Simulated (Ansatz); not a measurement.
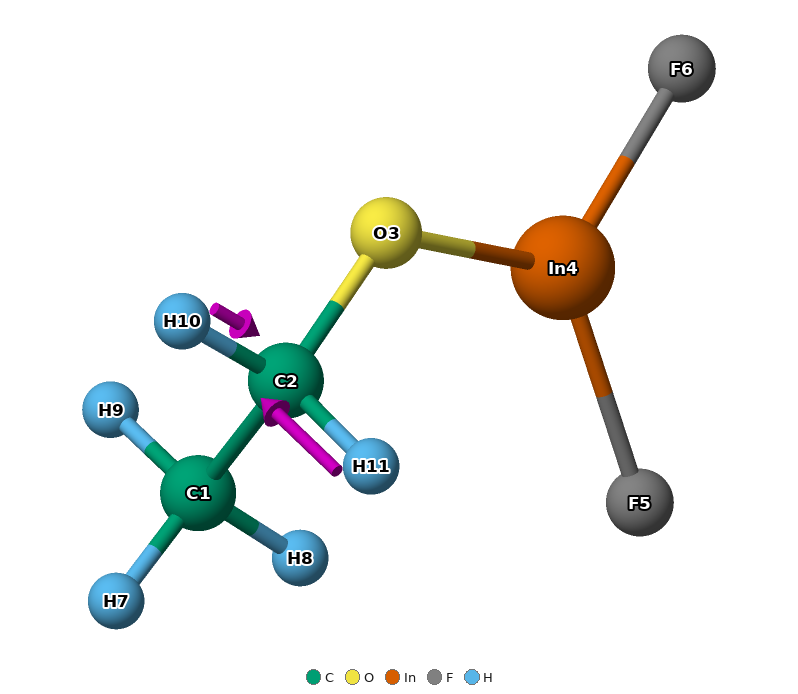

The arrows show one normal mode. Harmonic vibrations computed with RKS PBE0-D4/def2-TZVP, core potentials on In (Ansatz 0.2.0) at a stationary point of the same level.

Q: What kind of motion is it?

A: Mostly in-phase stretching of 2 C–H bonds.

Q: Estimate its harmonic wavenumber.

A: 3015 cm⁻¹; it is mode 23 of 27 counted from the lowest.
